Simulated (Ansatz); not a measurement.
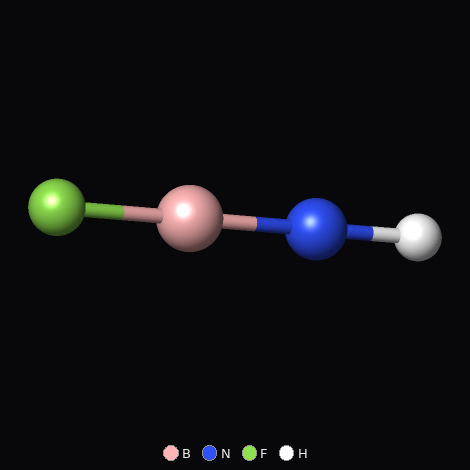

Harmonic vibrations computed with RKS PBE0-D4/def2-TZVP (Ansatz 0.2.0) at a stationary point of the same level.

**Minimum or transition state?**

A minimum: no imaginary frequency, and the lowest mode lies at 287 cm⁻¹.

**How many vibrational modes are there, and where do they lie?**

7 modes: 287, 287, 482, 482, 1024, 2152, 3918 cm⁻¹.
